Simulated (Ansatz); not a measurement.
# TaInSe3 (model cell, started as cubic perovskite with Ta in the octahedra): a soft mode frozen in

Wanted: the energy along a soft mode of TaInSe3 (model cell, started as cubic perovskite with Ta in the octahedra) and the structure at the end.

Method: DFT PBEsol, scalar-relativistic, plane waves, PAW, in Ansatz 0.2.0.

The structure was built from a prototype and need not be the compound's stable phase.

**1. Set-up**

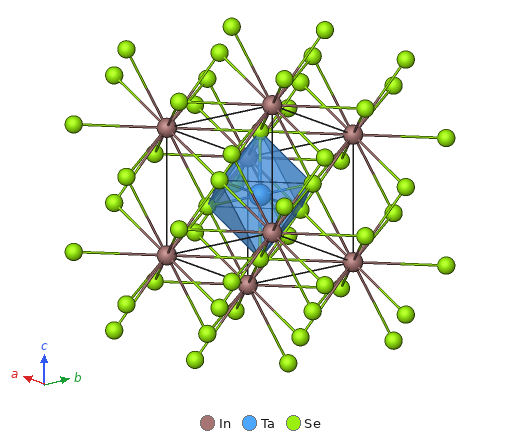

The cell as given, from a free direction (indium brown, tantalum blue, selenium green). Some periodic images of atoms are drawn too.

**2. Phonons on a q mesh**

The cell comes from relaxations at this level that are not shown. Stability and thermal properties need the whole zone. Linear response on a 2×2×2 q mesh gives force constants as far as a supercell of that size would.

input.yaml

```yaml
crystal:
  lattice:
    - [5.019252156, 0.0, 0.0]
    - [0.0, 5.019252156, 0.0]
    - [0.0, 0.0, 5.019252156]
  atoms:
    - { symbol: In, position: [0.0, 0.0, 0.0] }
    - { symbol: Ta, position: [0.5, 0.5, 0.5] }
    - { symbol: Se, position: [0.5, 0.5, 0.0] }
    - { symbol: Se, position: [0.5, 0.0, 0.5] }
    - { symbol: Se, position: [0.0, 0.5, 0.5] }
kpoints:
  mp_grid: { grid: [6, 6, 6] }
hamiltonian:
  xc: pbesol
scf:
  occupations: { method: methfessel_paxton, width: 0.15 }
output:
  eigenvalues: true
phonons:
  method: dfpt
  qmesh: [2, 2, 2]
  temperatures: { t_max: 1000, t_step: 50 }
  qpath:
    path:
      - [[0.0, 0.0, 0.0], [0.0, 0.5, 0.0], [0.5, 0.5, 0.0], [0.0, 0.0, 0.0], [0.5, 0.5, 0.5], [0.0, 0.5, 0.0]]
      - [[0.5, 0.5, 0.5], [0.5, 0.5, 0.0]]
    npoints: 10
```

Run with:

```
$ ansatz run input.yaml --threads 8 --pin off --max-ram 14336MiB --backend cpu --events-out ev --progress --plain --runs-dir out
```

Numbers of over 12 decimals in the logs are rounded to 6 here.

Log:

```text
Engine: ansatz 0.2.0, aarch64-unknown-linux-gnu
Pseudopotentials: kind: paw
Pseudopotential: In, paw, valence charge 13, recommended cutoff 420 eV (normal), In.paw.azcp
Pseudopotential: Ta, paw, valence charge 13, recommended cutoff 420 eV (normal), Ta.paw.azcp
Pseudopotential: Se, paw, valence charge 16, recommended cutoff 420 eV (normal), Se.paw.azcp
Functional definition: PBEsol
  exchange = pbesol_x
  correlation = pbesol_c
Crystal: 5 atoms, lattice volume = 126.449 Å³
Basis set: ecut = 420 eV, 2517 PW (Γ), exchange–correlation on 72×72×72 points (8 copies of the dense FFT grid, shifted against one another)
Bands: 45, of which v1, the nominal top of the filled ones, is band 37 counted from 1 (36 counted from 0)
Symmetry: 48 space group operations
k-points: 20 of 216
Non-local potential: In, projectors of the file, l = 0: 2, l = 1: 2, l = 2: 2, l = 3: 2
Non-local potential: Ta, projectors of the file, l = 0: 3, l = 1: 2, l = 2: 2, l = 3: 1
Non-local potential: Se, projectors of the file, l = 0: 2, l = 1: 2, l = 2: 3, l = 3: 1
PAW form: soft (Blöchl's): semilocal exchange-correlation on the pseudo side does not see the compensation charge
PAW frozen core: In, regenerated for the run's functional, and the local potential with it (the file was generated under x = pbe(κ = 0.804, μ = 0.219515), c = pbe(β = 0.066725))
PAW frozen core: Ta, regenerated for the run's functional, and the local potential with it (the file was generated under x = pbe(κ = 0.804, μ = 0.219515), c = pbe(β = 0.066725))
PAW frozen core: Se, regenerated for the run's functional, and the local potential with it (the file was generated under x = pbe(κ = 0.804, μ = 0.219515), c = pbe(β = 0.066725))
PAW one-centre angular grid: In, 590 points (default); XC on 64 Gauss nodes
PAW one-centre angular grid: Ta, 590 points (default); XC on 64 Gauss nodes
PAW one-centre angular grid: Se, 590 points (default); XC on 64 Gauss nodes
Initial density: superposition of atomic densities (neutral atoms: chi_scale 0, normalization atom), corrected by the library's trained network
Initial wavefunctions: pseudopotential atomic-orbital guess
Functional: x = pbesol(κ = 0.804, μ = 0.123457), c = pbesol(β = 0.046)
SCF iter   1: F=—  HF=-31606.297952 eV  |F-HF|=—  |Δ(HF+E_count)|=         —  Δρ=3.77e-3  dr2=3.73e-2  ethr=1.77e-3  ⟨swp⟩=6.8  Hψ=3266  notcnv=0
preconditioner: auto → Resta (q_TF=auto, 2.495 Å⁻¹)  ε∞=4.5  [insulator: Δε(μ)=0.297 eV  Ē_g=10.562 eV  σ=0.150 eV  W_gap=0.93  n_scr=26 (ndim 8)  ℏωp=19.8 eV  f_vac=0.021  D(μ)=0.21/eV (n_scr^D=0)  ε∞_Penn≈4.5]
SCF iter   2: F=—  HF=-31606.290966 eV  |F-HF|=—  |Δ(HF+E_count)|=   6.99e-3  S|Δr|=    0.00e0  Δρ=1.81e-3  dr2=6.84e-3  ethr=5.05e-5  ⟨swp⟩=2.3  Hψ=1320  notcnv=0
SCF iter   3: F=—  HF=-31606.289206 eV  |F-HF|=—  |Δ(HF+E_count)|=   1.76e-3  S|Δr|=    0.00e0  Δρ=6.51e-4  dr2=1.32e-3  ethr=9.24e-6  ⟨swp⟩=2.0  Hψ=1073  notcnv=0  defer=3
SCF iter   4: F=—  HF=-31606.288929 eV  |F-HF|=—  |Δ(HF+E_count)|=   2.77e-4  S|Δr|=    0.00e0  Δρ=2.26e-4  dr2=1.07e-4  ethr=1.78e-6  ⟨swp⟩=2.0  Hψ=1063  notcnv=0  defer=3
SCF iter   5: F=—  HF=-31606.288914 eV  |F-HF|=—  |Δ(HF+E_count)|=   1.54e-5  S|Δr|=    0.00e0  Δρ=1.08e-4  dr2=1.38e-5  ethr=1.45e-7  ⟨swp⟩=2.0  Hψ=1576  notcnv=0  defer=3
SCF iter   6: F=—  HF=-31606.288919 eV  |F-HF|=—  |Δ(HF+E_count)|=   5.32e-6  S|Δr|=    0.00e0  Δρ=2.18e-5  dr2=5.23e-7  ethr=1.87e-8  ⟨swp⟩=2.9  Hψ=1648  notcnv=0  defer=3
SCF iter   7: F=—  HF=-31606.288916 eV  |F-HF|=—  |Δ(HF+E_count)|=   3.29e-6  S|Δr|=    0.00e0  Δρ=4.89e-6  dr2=2.47e-8  ethr=7.07e-10  ⟨swp⟩=2.0  Hψ=1212  notcnv=0  defer=3
SCF iter   8: F=—  HF=-31606.288916 eV  |F-HF|=—  |Δ(HF+E_count)|=   2.53e-8  S|Δr|=    0.00e0  Δρ=9.75e-7  dr2=1.35e-9  ethr=3.34e-11  ⟨swp⟩=2.0  Hψ=1224  notcnv=0  defer=3
SCF iter   9: F=—  HF=-31606.288916 eV  |F-HF|=—  |Δ(HF+E_count)|=  9.97e-10  S|Δr|=    0.00e0  Δρ=2.42e-7  dr2=9.58e-11  ethr=1.82e-12  ⟨swp⟩=2.0  Hψ=1585  notcnv=0  defer=3
SCF iter  10: F=—  HF=-31606.288916 eV  |F-HF|=—  |Δ(HF+E_count)|=  3.64e-11  S|Δr|=    0.00e0  Δρ=7.79e-8  dr2=1.07e-11  ethr=1.00e-12  ⟨swp⟩=10.3  Hψ=4478  notcnv=0
SCF iter  11: F=-31606.288916 eV  HF=-31606.288916 eV  |F-HF|=7.28e-12  |Δ(HF+E_count)|=    0.00e0  S|Δr|=    0.00e0  Δρ=1.58e-8  dr2=3.93e-13  ethr=1.00e-12  ⟨swp⟩=5.0  Hψ=3396  notcnv=0
SCF 1 converged in 11 iterations: F = -31606.288916 eV  dr2 = 3.93e-13
  greatest PAW one-centre occupation: 1.000 electrons in one spin orbital (limit 2), on the Se atom at site 3 (counted from 0), in its partial waves of l = 2
Initial density: read from a saved state, or passed on in memory by an earlier SCF of this step, an earlier step, the calling program or the single point that the run made first
iter 1 solved again at ethr=1.98e-7 eV; its pass at ethr=3.10e-3 eV (dr2=1.47e-4 eV) is discarded
SCF iter   1: F=—  HF=-31606.288915 eV  |F-HF|=—  |Δ(HF+E_count)|=         —  Δρ=4.59e-7  dr2=1.20e-10  ethr=1.98e-7  ⟨swp⟩=3.0  Hψ=5322  notcnv=0
eigensolver tolerance schedule: the retry pair's looser diagonalisation over-reported the residual by 1226704.17 of it (diagonalisation noise at an unbounded share of the residual, at the tolerance the schedule requests for it); recorded, not acted on — ethr = c·dr2/N_el stays at c = 1.0e-1
preconditioner: auto → Resta (q_TF=auto, 2.495 Å⁻¹)  ε∞=4.5  [insulator: Δε(μ)=0.296 eV  Ē_g=10.537 eV  σ=0.150 eV  W_gap=1.04  n_scr=26 (ndim 8)  ℏωp=19.8 eV  f_vac=0.020  D(μ)=-0.09/eV (n_scr^D=0)  ε∞_Penn≈4.5]
SCF iter   2: F=—  HF=-31606.288916 eV  |F-HF|=—  |Δ(HF+E_count)|=   7.84e-7  S|Δr|=    0.00e0  Δρ=2.30e-7  dr2=5.73e-11  ethr=1.00e-12  ⟨swp⟩=3.9  Hψ=2457  notcnv=0
SCF iter   3: F=—  HF=-31606.288916 eV  |F-HF|=—  |Δ(HF+E_count)|=  2.18e-11  S|Δr|=    0.00e0  Δρ=1.46e-7  dr2=1.27e-11  ethr=1.00e-12  ⟨swp⟩=1.0  Hψ=900  notcnv=0
SCF iter   4: F=-31606.288916 eV  HF=-31606.288916 eV  |F-HF|=7.28e-12  |Δ(HF+E_count)|=  7.28e-12  S|Δr|=    0.00e0  Δρ=1.01e-7  dr2=5.72e-12  ethr=1.00e-12  ⟨swp⟩=3.1  Hψ=1975  notcnv=0
SCF 2 converged in 4 iterations: F = -31606.288916 eV  dr2 = 5.72e-12
phonons: the bands overlap, so this run is a metal and interpolates without the dipole-dipole term. If the crystal is really an insulator or semiconductor, its LO-TO splitting is missing
NSCF: frozen V_eff on 20 k-points
NSCF: frozen V_eff on 64 k-points
DFPT response loops at q = (0, 0, 0) (fractional): preconditioner auto → Kerker (q_TF=auto, 2.495 Å⁻¹) (partly filled bands, converged f_vac=0.020); β = 1.00, the filter's whole step (`scf.mixing.beta` (0.50) is not read by the response loops under this deck's `scf.mixing.preconditioner`; to damp them name `kerker` or `kerker_dos`, under which they read `scf.mixing.beta`, and type it under 1.00, their step now; both keys bind the ground state too); Broyden in place of MSR1
NSCF: frozen V_eff on 128 k-points
DFPT response loops at q = (0, 0, -0.5) (fractional): mixed as the last ones told, above
NSCF: frozen V_eff on 128 k-points
DFPT response loops at q = (0, -0.5, -0.5) (fractional): mixed as the last ones told, above
NSCF: frozen V_eff on 128 k-points
DFPT response loops at q = (-0.5, -0.5, -0.5) (fractional): mixed as the last ones told, above
SCF converged after 11 iterations
Stability not checked: this state was not tested for a lower state beside it, because cold or Methfessel-Paxton smearing, or corrected tetrahedra, fill the levels in a way that the test cannot read (fill_not_monotonic; see scf.lower_state_search)
Free energy (F): -31606.288916 eV
Harris-Foulkes:  -31606.288916 eV  (|F-HF|=7.28e-12)
Internal energy: -31606.296040 eV  (E = F + TS)
E sigma→0 (E₀):  -31606.290697 eV
Entropy (-TS):   0.007124 eV (1.425 meV/atom)
Fermi energy:    9.195485 eV
Step filling:    the computed levels leave a gap of 0.2962 eV = 2.0 smearing widths at the electron count; against every level under it full and every level over it empty, smearing changes F+E_penalty+E_count by +1.807 meV and its σ→0 estimate by +0.026 meV
--- Per-component energies (eV) ---
  E_band       = -1374.841015
  E_kinetic    = 961.016578
  E_local      = -9597.017786  (includes V_loc(G=0)·N_el)
  E_nonlocal   = -1395.210894
  E_hartree    = 4503.994050
  E_xc         = -740.930590
  E_vxc        = -598.025795  (∫ρ·V_xc dr)
  E_paw        = -17953.431845  (= ΣΔE_a)
  E_vpaw       = 246.410396  (= ΣTr[D̂ρ^β])
  E_aug_tail   = -0.001649  (compensation charges beyond the density's cutoff)
  E_ewald      = -7388.188805
  E_core_change = 3.474900  (= ΣΔE_core)
  E_smearing   = 0.007124  (= −TS)
  E_closure    = -0.000000  (closes the sum)
  Σ components = -31606.288916   (vs F -31606.288916, Δ=0.00e0)
--- Band table (eV; the first three rows and the last of 20) ---
  k-point 0: bands = [... 33 lower, 7.8725, 8.3767, 8.3767, 8.3767, 8.3920, 8.3920, 8.3920, 10.7157, ... 4 higher]
  k-point 1: bands = [... 33 lower, 7.7335, 7.8138, 8.2466, 8.2466, 8.3873, 9.4599, 9.4599, 10.7262, ... 4 higher]
  k-point 2: bands = [... 33 lower, 7.4860, 8.3093, 8.3280, 8.3280, 8.4088, 10.5404, 10.5404, 10.7417, ... 4 higher]
  k-point 19: bands = [... 33 lower, 5.4114, 9.3707, 9.3707, 9.3707, 10.8226, 10.8226, 10.8226, 14.7938, ... 4 higher]
--- Phonons (Γ-DFPT): 4 representative perturbations + reference (Σ response iterations 12) ---
  ASR residual: 1.017e-4 → 0.000e0 eV/Å²; symmetrization residual: 4.311e-5 eV/Å²
  ASR residual per site (eV/Å²): 2.45e-5 1.02e-4 2.84e-5 2.84e-5 2.84e-5
  Γ frequencies (cm⁻¹): -31.20 -31.20 -31.20 0.00 0.00 0.00 51.57 51.57 51.57 59.30 59.30 59.30 225.01 225.01 225.01
--- Phonons (arbitrary-q DFPT): 4 irreducible q on the 2×2×2 mesh ---
  q = [0.0000, 0.0000, 0.0000] (star 1, of the zone-centre solve; hermiticity 7.22e-6, symmetrization 9.32e-12): -31.20 -31.20 -31.20 -0.00 -0.00 0.00 51.57 51.57 51.57 59.30 59.30 59.30 225.01 225.01 225.01
  q = [0.0000, 0.0000, -0.5000] (star 3, 9 solved perturbations in 504 linear systems a pass and spin channel, the states on 64 of 216 k-point pairs; hermiticity 1.26e-6, symmetrization 2.68e-12): -19.84 -19.84 18.37 18.37 40.68 49.09 49.09 74.61 79.43 79.43 83.27 145.46 223.57 223.57 267.16
  q = [0.0000, -0.5000, -0.5000] (star 3, 9 solved perturbations in 504 linear systems a pass and spin channel, the states on 64 of 216 k-point pairs; hermiticity 7.27e-6, symmetrization 3.57e-13): -71.42 -26.86 -26.86 -8.76 -5.91 75.00 75.00 75.59 75.59 121.57 147.30 147.30 160.75 220.59 283.25
  q = [-0.5000, -0.5000, -0.5000] (star 1, 4 solved perturbations in 184 linear systems a pass and spin channel, the states on 64 of 216 k-point pairs; hermiticity 6.93e-8, symmetrization 7.64e-12): -70.01 -70.01 -70.01 -19.91 -19.91 -19.91 106.80 106.80 116.57 116.57 116.57 146.69 146.69 146.69 299.46
  sum rule: each row above includes the acoustic sum rule's correction from the zone centre's row sums; it moved no ω² by more than (0.39 cm⁻¹)²
  mesh force constants: q→R imaginary residual 4.34e-18; ASR residual 1.017e-4 → 0.000e0 eV/Å²; symmetrization residual 1.421e-14 eV/Å²
  interpolated dispersion: 62 rows × 15 modes
  density of states and harmonic sums: on the 12×12×12 q-mesh, interpolated from the force constants of a 2×2×2 supercell (no non-analytic term)
  largest difference from the sums on the solved wave vectors: F 9.50e-2 eV, S 1.23e-4 and C_V 2.81e-5 eV/K
  zero-point energy: 0.082107 eV/cell   skipped modes (ω ≤ 0): 326, of them read as no rigid motion or as one in doubt: 323 (3.802e0 modes/cell left out, lowest -71.42 cm⁻¹)   left out of the sums: 2.54e-1 of the cell's modes: C_V's classical limit lies that fraction below 3 k_B per atom; for a crystal, a wire or a layer, F and S can be off by more, and a phonons.interpolated_qmesh denser along its periods is the remedy for the sampling
```

Elapsed: 6.8 min, on 8 threads of Arm Neoverse N1, shared host; peak memory 1.5 GiB.

Numbers from this step:

| Property | Result |
| --- | --- |
| volume per atom | 25.29 Å³ |
| gap on the k-mesh | 0 eV |
| sum-rule residual before enforcement | 1.02e-4 eV/Å² |
| lowest frequency on the path | -71.42 cm⁻¹ |
| point group | m-3m |
| highest frequency on the path or at a solved wavevector | 299.5 cm⁻¹ |
| highest optical mode at the zone centre (no LO-TO term) | 225.0 cm⁻¹ |
| lowest optical zone-centre mode | -31.2 cm⁻¹ |
| lowest mode on the q mesh (acoustic modes at Γ apart) | -71.42 cm⁻¹ |

Frequencies (cm⁻¹) solved at each irreducible wavevector; negative means imaginary. Frequencies by wavevector, by row:

| q in reciprocal lattice units | star | mode 1 | mode 2 | mode 3 | mode 4 | mode 13 | mode 14 | mode 15 |
| --- | --- | --- | --- | --- | --- | --- | --- | --- |
| 0 0 0 | 1 | -31.2 | -31.2 | -31.2 | 0 | 225 | 225 | 225 |
| 0 0 -0.5 | 3 | -19.8 | -19.8 | 18.4 | 18.4 | 223.6 | 223.6 | 267.2 |
| 0 -0.5 -0.5 | 3 | -71.4 | -26.9 | -26.9 | -8.8 | 160.8 | 220.6 | 283.2 |
| -0.5 -0.5 -0.5 | 1 | -70 | -70 | -70 | -19.9 | 146.7 | 146.7 | 299.5 |

Interpolated from a 2×2×2 q mesh. The phonon branches at the labelled points (cm⁻¹):

| point | branch 1 | branch 2 | branch 3 | branch 4 | branch 12 | branch 13 | branch 14 | branch 15 |
| --- | --- | --- | --- | --- | --- | --- | --- | --- |
| Γ | -31 | -31 | -31 | 0 | 59 | 225 | 225 | 225 |
| X | -20 | -20 | 18 | 18 | 146 | 224 | 224 | 267 |
| M | -71 | -27 | -27 | -9 | 147 | 161 | 221 | 283 |
| Γ | -31 | -31 | -31 | 0 | 59 | 225 | 225 | 225 |
| R | -70 | -70 | -70 | -20 | 147 | 147 | 147 | 300 |
| X | -20 | -20 | 18 | 18 | 146 | 224 | 224 | 267 |
| jump to R | -70 | -70 | -70 | -20 | 147 | 147 | 147 | 300 |
| M | -71 | -27 | -27 | -9 | 147 | 161 | 221 | 283 |

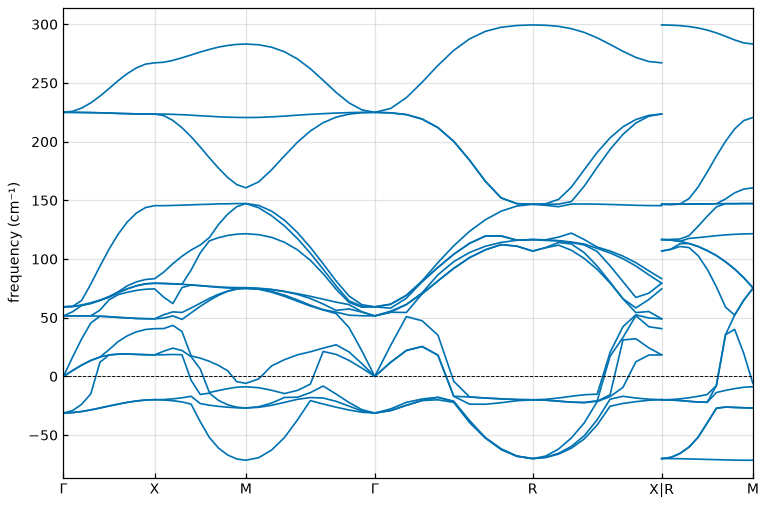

Phonon branches along the path.

Symmetry leaves 4 wavevectors to solve. The lowest mode among them, the acoustic zeros apart, lies at q = (0, -0.5, -0.5) and is imaginary, 71.4i cm⁻¹, so the energy falls along it.

**3. The mode frozen in, largest atomic shift 0 Å**

The mode followed lies at q = (-0.5, -0.5, -0.5) with frequency 70.0i cm⁻¹ and is 3-fold degenerate, one of the unstable modes though not the softest. At small amplitude the distorted cell has space group no. 167 by a symmetry search on the positions. The undistorted cell that holds it gives the zero of energy on the same k mesh.

System of this step: TaInSe3 (model cell, started as cubic perovskite with Ta in the octahedra). It takes space group Pm-3m (No. 221, cubic). The conventional cell has a = 5.019 Å, b = 5.019 Å, c = 5.019 Å, α = 90.00°, β = 90.00°, γ = 90.00°. Nearest to In lie 12 Se at 3.55 Å. Nearest to Ta lie 6 Se at 2.51 Å. Nearest to Se lie 2 Ta at 2.51 Å. Farther neighbours and most contacts between anions are not listed.

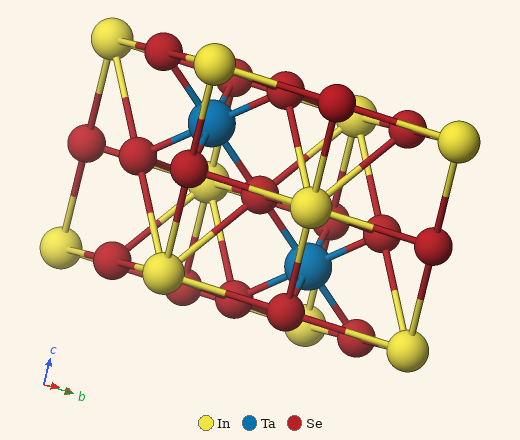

The cell of this step (indium yellow, tantalum blue, selenium red). Some periodic images of atoms are drawn too.

input.yaml

```yaml
crystal:
  lattice:
    - [5.019252156, 5.019252156, 0.0]
    - [5.019252156, 0.0, 5.019252156]
    - [5.019252156, 0.0, -5.019252156]
  atoms:
    - { symbol: In, position: [0.0, 0.0, 0.0] }
    - { symbol: In, position: [0.0, 0.5, 0.5] }
    - { symbol: Ta, position: [0.5, 0.25, 0.75] }
    - { symbol: Ta, position: [0.5, 0.75, 0.25] }
    - { symbol: Se, position: [0.5, 0.0, 1.0] }
    - { symbol: Se, position: [0.5, 0.5, 0.5] }
    - { symbol: Se, position: [0.0, 0.5, 0.0] }
    - { symbol: Se, position: [0.0, 0.0, 0.5] }
    - { symbol: Se, position: [0.5, 0.5, 0.0] }
    - { symbol: Se, position: [0.5, 0.0, 0.5] }
kpoints:
  mp_grid: { grid: [6, 6, 6] }
hamiltonian:
  xc: pbesol
scf:
  occupations: { method: methfessel_paxton, width: 0.15 }
output:
  forces: true
  stress: true
  eigenvalues: true
```

Log:

```text
[...]
Crystal: 10 atoms, lattice volume = 252.899 Å³
Basis set: ecut = 420 eV, 4957 PW (Γ), exchange–correlation on 96×96×96 points (8 copies of the dense FFT grid, shifted against one another)
Bands: 89, of which v1, the nominal top of the filled ones, is band 74 counted from 1 (73 counted from 0)
Symmetry: 96 space group operations
[...]
k-points: 16 of 216
[...]
k-point 0: bands = [... 70 lower, 8.3869, 8.4325, 8.4325, 8.4325, 9.3489, 9.3489, 9.3489, 10.7781, ... 11 higher]
  k-point 1: bands = [... 70 lower, 8.1098, 9.0569, 9.0569, 9.0779, 9.1146, 9.1146, 9.2163, 10.6512, ... 11 higher]
  k-point 2: bands = [... 70 lower, 8.1576, 8.5871, 8.5871, 8.8875, 9.7276, 9.7276, 9.8526, 10.2592, ... 11 higher]
  k-point 15: bands = [... 70 lower, 7.6746, 7.8136, 8.5777, 8.9422, 9.5897, 10.7006, 10.9943, 11.0572, ... 11 higher]
[key lines of the parts left out:]
SCF converged after 6 iterations
Free energy (F): -63212.522144 eV
Fermi energy:    9.120846 eV
P = ⅓ Tr σ = -0.0376 GPa (-0.376 kbar)
```

The job ended after 7.5 s (8 threads; peak memory 1.3 GiB; 43 s of CPU time).

This step gave:

- pressure: -0.03760 GPa
- energy from the undistorted cell: 0 meV/atom

The run ends at a pressure of -0.04 GPa.

**4. The mode frozen in, largest atomic shift 0.6 Å**

The atoms are moved along the unstable eigenvector, the largest shift by 0.6 Å, with the cell fixed.

input.yaml, the sections that differ from step 3:

```yaml
crystal:
  lattice:
    - [5.019252156, 5.019252156, 0.0]
    - [5.019252156, 0.0, 5.019252156]
    - [5.019252156, 0.0, -5.019252156]
  atoms:
    - { symbol: In, position: [0.0, 0.0, 0.0] }
    - { symbol: In, position: [0.0, 0.5, 0.5] }
    - { symbol: Ta, position: [0.5, 0.25, 0.75] }
    - { symbol: Ta, position: [0.5, 0.75, 0.25] }
    - { symbol: Se, position: [0.584527347, 0.0, 1.0] }
    - { symbol: Se, position: [0.415472653, 0.5, 0.5] }
    - { symbol: Se, position: [0.0, 0.415472653, 0.0] }
    - { symbol: Se, position: [0.0, 0.084527347, 0.5] }
    - { symbol: Se, position: [0.415472653, 0.584527347, 0.0] }
    - { symbol: Se, position: [0.584527347, -0.084527347, 0.5] }
# kpoints, hamiltonian, scf, output: as in step 3
```

Log:

```text
[...]
Crystal: 10 atoms, lattice volume = 252.899 Å³
Basis set: ecut = 420 eV, 4957 PW (Γ), exchange–correlation on 96×96×96 points (8 copies of the dense FFT grid, shifted against one another)
Bands: 89, of which v1, the nominal top of the filled ones, is band 74 counted from 1 (73 counted from 0)
Symmetry: 12 space group operations
[...]
k-points: 32 of 216
[...]
k-point 0: bands = [... 70 lower, 8.3285, 8.4713, 8.6387, 8.8926, 8.8926, 8.9950, 9.5082, 10.2823, ... 11 higher]
  k-point 1: bands = [... 70 lower, 8.4117, 8.4117, 8.5675, 9.0379, 9.3296, 9.3296, 10.0941, 10.4105, ... 11 higher]
  k-point 2: bands = [... 70 lower, 8.2169, 8.2169, 8.6775, 9.0614, 9.8964, 9.8964, 10.4485, 10.4817, ... 11 higher]
  k-point 31: bands = [... 70 lower, 7.9082, 7.9082, 8.4127, 8.4127, 9.9731, 9.9731, 10.4889, 10.4889, ... 11 higher]
[key lines of the parts left out:]
SCF converged after 7 iterations
Free energy (F): -63213.477397 eV
Fermi energy:    9.257627 eV
P = ⅓ Tr σ = -4.3064 GPa (-43.064 kbar)
```

Wall time 13 s (8 threads); peak memory 1.5 GiB; 89 s of CPU time.

This step gave:

```
pressure                         : -4.306 GPa
energy from the undistorted cell : -96.01 meV/atom
```

The energy, extrapolated to zero smearing, is -96.01 meV/atom against the undistorted cell.

The run ends at a pressure of -4.31 GPa, with forces up to 0.16 eV/Å.

(Continued in part 2 of 3.)

[Logs are printed without paths, hosts, clocks, repeated set-up lines and the standing remarks that a program may print on its own settings, such as how far it seeks lower states.]

[Hosts, paths, dates, database ids (printed as entryN), source tags and the programs' standing remarks are cut or masked in the printed files.]
